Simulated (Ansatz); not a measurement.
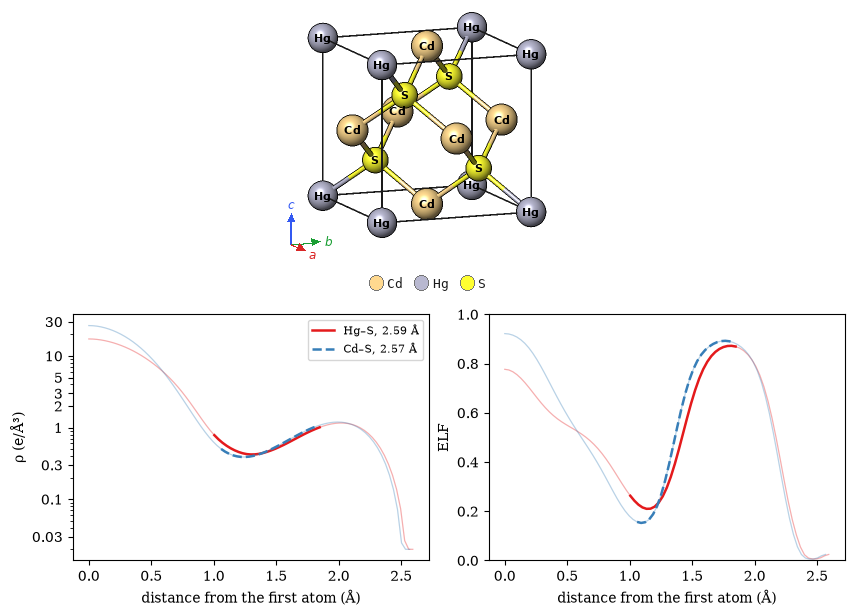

*Cd₃HgS₄. Valence pseudo-density and electron localisation function along straight lines between neighbouring atoms. Thin, pale parts lie inside the atomic spheres. The structure is drawn too.*

Space group P-43m; a structure generated by program, which may or may not match a known phase.

These are results of Ansatz 0.2.0, DFT PBE, spin-orbit coupling, plane waves, PAW, not measurements.

Core electrons are frozen (PAW), and the valence fields are smoothed inside the atomic spheres.

```
Cd Hg S
1.0
     5.94219    0.00000    0.00000
     0.00000    5.94219    0.00000
     0.00000    0.00000    5.94219
Cd Hg S
3 1 4
Direct
  0.50000 0.00000 0.50000
  0.50000 0.50000 0.00000
  0.00000 0.50000 0.50000
  0.00000 0.00000 0.00000
  0.25189 0.74811 0.74811
  0.25189 0.25189 0.25189
  0.74811 0.74811 0.25189
  0.74811 0.25189 0.74811
```

Question: Compare the contacts.

Answer: Hg–S (2.59 Å): ρ at the midpoint is about 0.42 e/Å³; the ELF peaks at about 0.85 in the valence shell of S, 0.8 Å from its nucleus, and drops to about 0.20 between the two atoms.
Cd–S (2.57 Å): ρ at the midpoint is about 0.39 e/Å³; the ELF peaks at about 0.90 in the valence shell of S, 0.8 Å from its nucleus, and is about 0.35 at the midpoint.
